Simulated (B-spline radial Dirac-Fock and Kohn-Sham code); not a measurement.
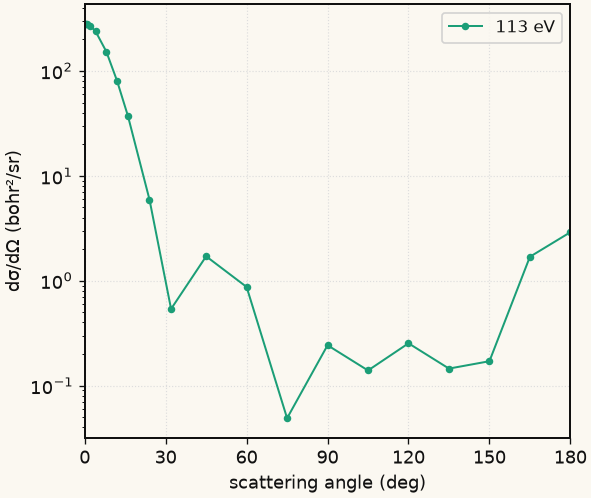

Differential cross section for elastic electron scattering against angle at 113 eV, computed at the marked angles. It refers to neutral promethium. Method: Dirac partial waves in the static Dirac–Fock field with Furness–McCarthy exchange, no polarisation or absorption (computed with a B-spline radial code).

At 113 eV the cross section is 281 bohr²/sr at 0°, 0.24 at 90° and 2.9 at 180°, with minima near 32°, 75°, 105° and 135°; the integral is 38.6 bohr². The model is rough under about 200 eV.
